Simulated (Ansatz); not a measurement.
# Calculations on C$_{4}$H$_{6}$S

Part 1: Relaxation

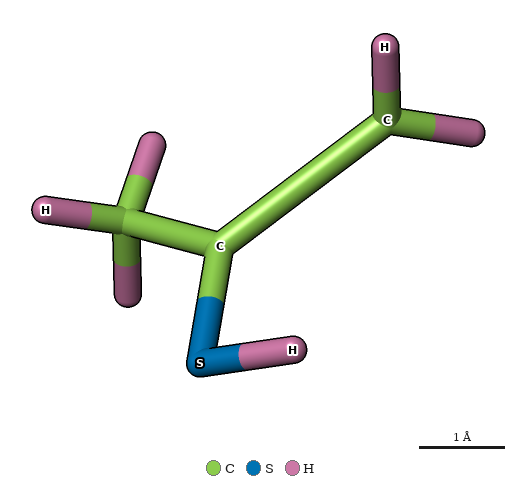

Starting structure of C$_{4}$H$_{6}$S. Style: stick. Shown from a free direction.

The run prepares an end point of a later path (torsion) calculation, from a guessed geometry.

Computed with Ansatz, RKS PBE-D4/6-31G*.

Input
```yaml
crystal:
  periodic: [false, false, false]
  atoms:
    - { symbol: C, position_ang: [-1.2904, 1.5621, -0.0924] }
    - { symbol: C, position_ang: [-0.5671, 0.563, -0.1412] }
    - { symbol: C, position_ang: [0.183, -0.4759, -0.1878] }
    - { symbol: C, position_ang: [1.3526, -0.7545, 0.8371] }
    - { symbol: S, position_ang: [0.0011, -1.6061, -1.5008] }
    - { symbol: H, position_ang: [-2.2862, 1.5885, 0.4206] }
    - { symbol: H, position_ang: [-1.025, 2.5295, -0.596] }
    - { symbol: H, position_ang: [2.3035, -0.7937, 0.3604] }
    - { symbol: H, position_ang: [1.3202, 0.0288, 1.6544] }
    - { symbol: H, position_ang: [1.0908, -1.7195, 1.3646] }
    - { symbol: H, position_ang: [-1.017, -0.9791, -2.0984] }
basis:
  gaussian: { orbitals: "6-31G*" }
hamiltonian:
  xc: pbe
  dispersion: d4
relax:
  f_tol: 0.015
  max_steps: 40
```

Launched with:
```bash
ansatz run input.yaml --threads 1 --pin off --max-ram 2048MiB --backend cpu --events-out ev --progress --plain --runs-dir out
```

What does the optimiser find from here?

Answer. After 5 accepted moves (8 points after the start) the energy has fallen by 11.9 kcal/mol. Largest force component: 5.7 eV/Å at the start, 0.0028 eV/Å at the end. The line search rejected the trial steps at points 2, 4, 7 of the run. The atom that moves furthest after the best rigid fit is H11 (0.16 Å). Largest moves by element: H 0.16 Å, S 0.13 Å, C 0.12 Å. Some distances before and after: C1–C2 1.234 → 1.316 Å, C3–C4 1.580 → 1.511 Å, C3–S5 1.742 → 1.803 Å, C4–H8 1.064 → 1.105 Å. Bond angles that change, for instance: H8–C4–H10 112.6° → 107.6°, C3–C4–H10 106.4° → 110.8°, H9–C4–H10 104.3° → 108.6°.

Final geometry:

```xyz
11

C    -1.3451    1.6645   -0.0699
C    -0.5689    0.6036   -0.1217
C     0.2083   -0.4581   -0.1743
C     1.2910   -0.7684    0.8330
S     0.0810   -1.7002   -1.4753
H    -2.3018    1.6584    0.4698
H    -1.0708    2.6091   -0.5590
H     2.2785   -0.8285    0.3413
H     1.3298    0.0147    1.6048
H     1.1025   -1.7396    1.3249
H    -0.9391   -1.1123   -2.1531
```

After the run, drawn alike:

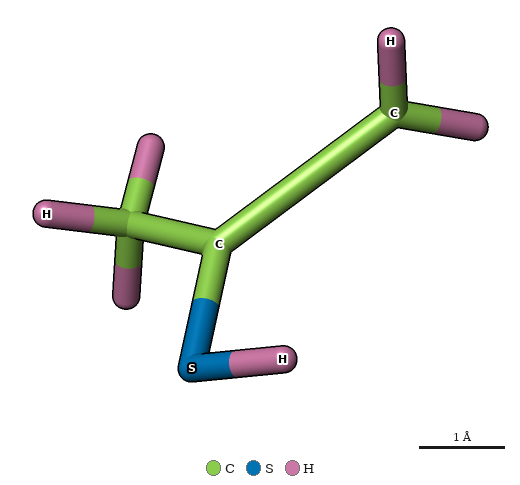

Part 2: Relaxation

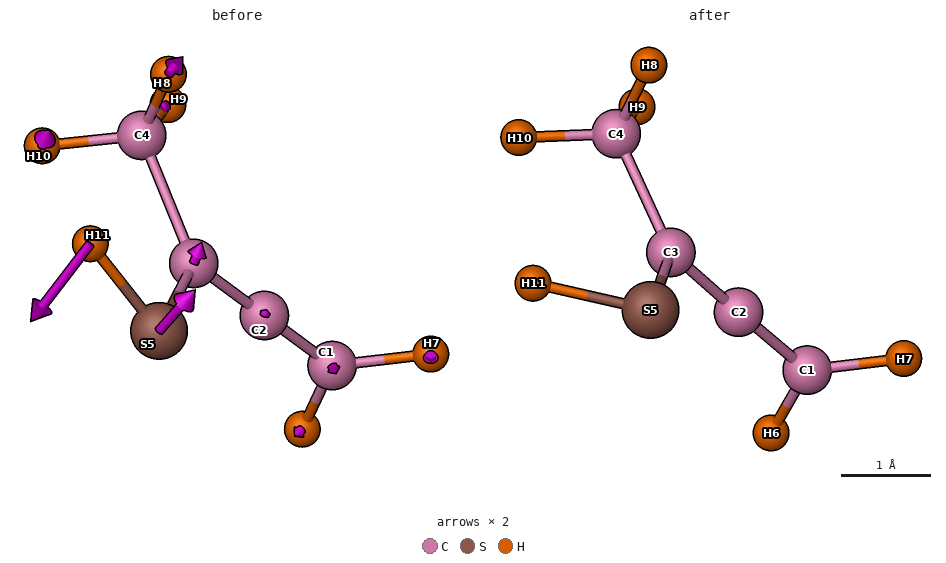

The structure of C₄H₆S before (left) and after (right) a relaxation, at one scale. The purple arrows give the displacements, magnified 2 times.

Style: ball-and-stick. Shown from a free direction.

The run prepares an end point of a later path (torsion) calculation, from a guessed geometry.

These are results of Ansatz 0.2.0, RKS PBE-D4/6-31G*, not measurements. Settings: no spin polarisation; force threshold 0.015 eV/Å; at most 40 steps.

Describe what moved and what it gained.

Answer. H11 moves most after the best rigid fit: 0.59 Å. By element the largest moves are H 0.59 Å, S 0.37 Å, C 0.14 Å. Some distances before and after: C1–C2 1.234 → 1.314 Å, C3–C4 1.580 → 1.510 Å, C3–S5 1.742 → 1.802 Å, C4–H8 1.064 → 1.104 Å. Among the angles between lasting bonds that change: H8–C4–H10 112.6° → 107.4°, C3–C4–H10 106.4° → 110.6°, H9–C4–H10 104.3° → 108.3°. Groups turn about C3–S5 by about 40°. After 15 accepted moves (18 points after the start) the energy has fallen by 11.7 kcal/mol. The largest force component goes from 5.7 to 0.011 eV/Å. The line search rejected the trial steps at points 6, 13, 16 of the run. The run took 79 s on 1 thread of AMD EPYC 7R43 64-Core Processor (Zen 3), on a shared host, peak memory 0.14 GiB.

Part 3: Path

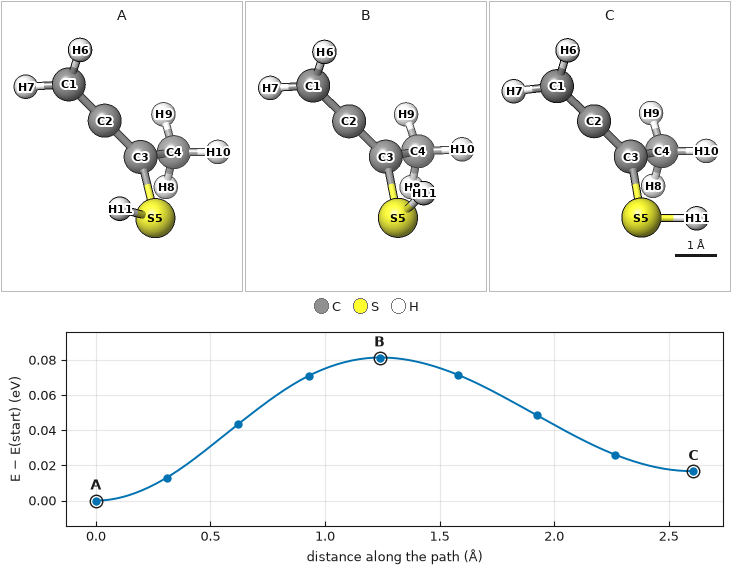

NEB run on C4H6S. Images are numbered from 0 (start) to 8 (end). Frames A to C are images 0, 4, 8. A ball-and-stick model, seen from a free direction.

Method: Ansatz 0.2.0, RKS PBE-D4/6-31G*.

Input file:
```yaml
crystal:
  periodic: [false, false, false]
  atoms:
    - { symbol: C, position_ang: [-1.345076, 1.664483, -0.069848] }
    - { symbol: C, position_ang: [-0.568886, 0.603622, -0.121703] }
    - { symbol: C, position_ang: [0.208264, -0.458149, -0.174315] }
    - { symbol: C, position_ang: [1.291169, -0.768313, 0.832793] }
    - { symbol: S, position_ang: [0.080634, -1.700473, -1.475053] }
    - { symbol: H, position_ang: [-2.301667, 1.658452, 0.47012] }
    - { symbol: H, position_ang: [-1.070949, 2.60901, -0.559154] }
    - { symbol: H, position_ang: [2.278614, -0.828444, 0.340942] }
    - { symbol: H, position_ang: [1.330143, 0.014896, 1.604489] }
    - { symbol: H, position_ang: [1.102832, -1.739372, 1.324894] }
    - { symbol: H, position_ang: [-0.939578, -1.112613, -2.152665] }
basis:
  gaussian: { orbitals: "6-31G*" }
hamiltonian:
  xc: pbe
  dispersion: d4
neb:
  order_check: false
  images: 7
  f_tol: 0.03
  max_iterations: 33
  initial_path: idpp
  final_atoms:
    - { symbol: C, position_ang: [-1.34335581, 1.88099192, 0.04544873] }
    - { symbol: C, position_ang: [-0.6358224, 0.78905549, -0.13665343] }
    - { symbol: C, position_ang: [0.09411807, -0.29467353, -0.31791215] }
    - { symbol: C, position_ang: [1.13551083, -0.78202984, 0.66033782] }
    - { symbol: S, position_ang: [-0.06753137, -1.18764422, -1.87518729] }
    - { symbol: H, position_ang: [-2.30202713, 1.86537791, 0.57968915] }
    - { symbol: H, position_ang: [-1.00981059, 2.85604483, -0.33267506] }
    - { symbol: H, position_ang: [2.13604738, -0.78969319, 0.19307617] }
    - { symbol: H, position_ang: [1.16064762, -0.13965462, 1.55498019] }
    - { symbol: H, position_ang: [0.91333317, -1.81693376, 0.98174226] }
    - { symbol: H, position_ang: [-0.01560976, -2.43774198, -1.33234639] }
```

Launched with:
```bash
ansatz run input.yaml --threads 1 --pin off --max-ram 2048MiB --backend cpu --events-out ev --progress --plain --runs-dir out
```

Read off the barrier and say what moves.

The motion is a rotation about the C3–S5 bond by about 140°, with a turn of about 430° about C1–C2, with a turn of about 430° about C2–C3. No bond forms or breaks between the ends. Bond angles that change up to the highest image, for instance: C2–C3–S5 122.9° → 119.0°, C4–C3–S5 113.0° → 116.2°. The energy climbs by 0.081 eV to image 4 and then falls by 0.065 eV, so the end point sits at +0.017 eV. The band converged in 15 iterations. The largest component of the band force went from 0.38 to 0.028 eV/Å. The climbing image converged on the top of the path. Its vibrational analysis gives one imaginary mode (188i cm⁻¹), as a transition state must have.
